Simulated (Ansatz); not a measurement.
Cell of PtS2 (1T monolayer start, 27-atom cell) (held in this type by symmetry, stable or not), with its geometry taken from a PBE run:

```xyz
27
Lattice="10.7255 0.0000 0.0000 -5.3627 9.2885 0.0000 0.0000 0.0000 20.0000" Properties=species:S:1:pos:R:3 pbc="T T T"
Pt     0.0000     0.0000    10.0000
Pt    -1.7876     3.0962    10.0000
Pt    -3.5752     6.1923    10.0000
Pt     3.5752     0.0000    10.0000
Pt     1.7876     3.0962    10.0000
Pt     0.0000     6.1923    10.0000
Pt     7.1503     0.0000    10.0000
Pt     5.3627     3.0962    10.0000
Pt     3.5752     6.1923    10.0000
S      0.0000     2.0641    11.2280
S     -1.7876     5.1603    11.2280
S     -3.5752     8.2565    11.2280
S      3.5752     2.0641    11.2280
S      1.7876     5.1603    11.2280
S      0.0000     8.2565    11.2280
S      7.1503     2.0641    11.2280
S      5.3627     5.1603    11.2280
S      3.5752     8.2565    11.2280
S      1.7876     1.0321     8.7720
S      0.0000     4.1282     8.7720
S     -1.7876     7.2244     8.7720
S      5.3627     1.0321     8.7720
S      3.5752     4.1282     8.7720
S      1.7876     7.2244     8.7720
S      8.9379     1.0321     8.7720
S      7.1503     4.1282     8.7720
S      5.3627     7.2244     8.7720
```

Level of theory: PBE with spin-orbit coupling (plane waves to 420 eV, PAW; Ansatz, a quantum-chemistry and plane-wave program).  Its k-point mesh 3×3×1, Fermi–Dirac width 0.01 eV.

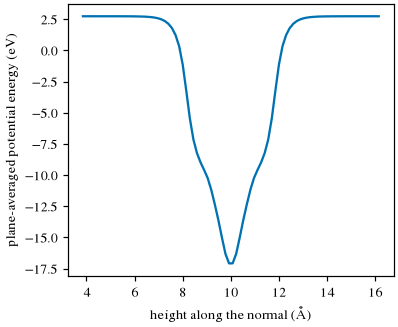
Smooth (PAW) electrostatic potential energy of an electron, averaged over planes, about its mean

The curve spans 19.8 eV over the stretch drawn.
